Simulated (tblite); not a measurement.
Run report: CH4GeS, polarizability calculation

- system: CH4GeS, SMILES [CH2]1[S][GeH2]1
- method: GFN1-xTB, R-SCC (tblite 0.8.0)

The geometry comes from this level: GFN2-xTB.

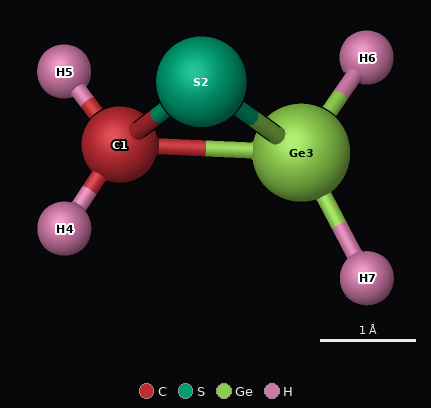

Figure 1. The structure as given in the input (ball-and-stick view, seen at a tilt; atoms are numbered from 1 in the order of the input). Sticks mark near contacts.

### The input (run.py)
```python
import json
import numpy as np
from tblite.interface import Calculator
from tblite.library import ffi
from tblite.interface import symbols_to_numbers

symbols = list(map(str, np.loadtxt("start.xyz", skiprows=2, usecols=0, dtype=str, ndmin=1)))
numbers = np.array(symbols_to_numbers(symbols))
positions = np.loadtxt("start.xyz", skiprows=2, usecols=(1, 2, 3), ndmin=2) / 0.529177210903

def dipole(field):
    xtb = Calculator("GFN1-xTB", numbers, positions, charge=0, uhf=0)
    xtb.set("verbosity", 0)
    xtb.set("accuracy", 0.01)
    xtb.add("electric-field", ffi.new("double[3]", list(field)))
    return xtb.singlepoint()

F = 0.0001  # field step, atomic units
res = dipole([0.0, 0.0, 0.0])
alpha = np.array([(dipole(F * v).get('dipole') - dipole(-F * v).get('dipole')) / (2 * F) for v in np.eye(3)])
print(f"E = {res.get('energy'):.8f} Eh")
print("polarizability tensor (bohr^3)")
for row in alpha:
    print("".join(f"{v:12.4f}" for v in row))
w = np.linalg.eigvalsh((alpha + alpha.T) / 2)
print("principal values", np.round(w, 3), " isotropic %.3f" % w.mean())
out = {k: np.asarray(res.get(k)).tolist() for k in ("energy", "gradient", "charges", "dipole", "orbital-energies", "orbital-occupations")}
out.update(symbols=symbols, positions=(positions * 0.529177210903).tolist(), alpha=alpha.tolist())
json.dump(out, open("results.json", "w"))
```

### File start.xyz
```
7

C     -0.758260    -0.174210    -0.582770
S     -0.422190    -1.446900     0.760470
Ge     0.770740     0.331910     0.467350
H     -0.645900    -0.600980    -1.570960
H     -1.720060     0.302930    -0.444850
H      0.633200     1.428800     1.475920
H      2.142470     0.158450    -0.105160
```

Machine: 1 thread of Intel Xeon (Granite Rapids), 192 GiB of memory available, shared host.

Launch command:
```bash
python run.py
```

### What the program printed
```
E = -9.62107502 Eh
polarizability tensor (bohr^3)
     61.3735      8.9669      4.9134
      8.9688     59.4070     -0.1297
      4.9145     -0.1288     53.4113
principal values [48.632 55.359 70.201]  isotropic 58.064
```

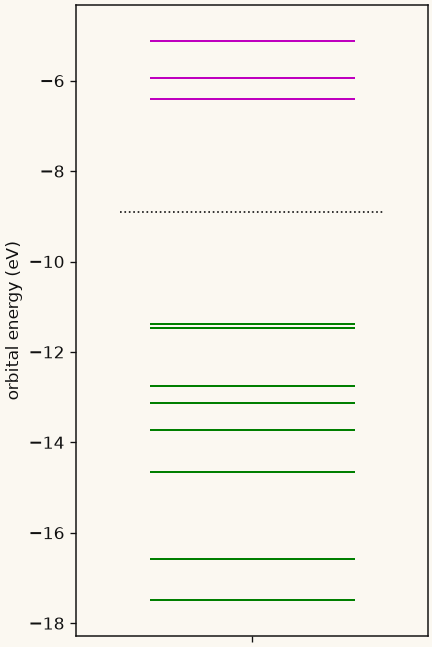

Figure 2. Orbital energies near the frontier; the dotted line parts filled from empty levels, and levels within 0.02 eV of each other stand side by side. Highest filled −11.39 eV, lowest empty −6.40 eV, 4.99 eV apart.

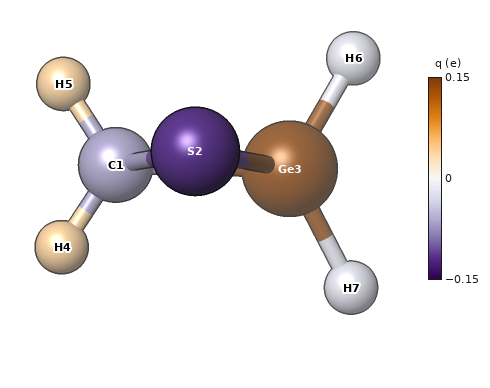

Figure 3. Mulliken charges, as the colour of each atom (ball-and-stick view, seen at a tilt; atoms are numbered from 1 in the order of the input). By element: C −0.07, S −0.11, Ge +0.15 and H −0.03 to +0.04 e.

### Results in brief

| quantity | value |
| --- | --- |
| outcome | converged |
| total energy | −9.621075 hartree |
| basis functions | 30 |
| largest force | 0.438 eV/Å |
| HOMO | −11.39 eV |
| LUMO | −6.40 eV |
| dipole moment | 1.75 D |
| peak memory | 0.067 GiB |

### Remarks

Settings chosen away from the usual ones: displacement.
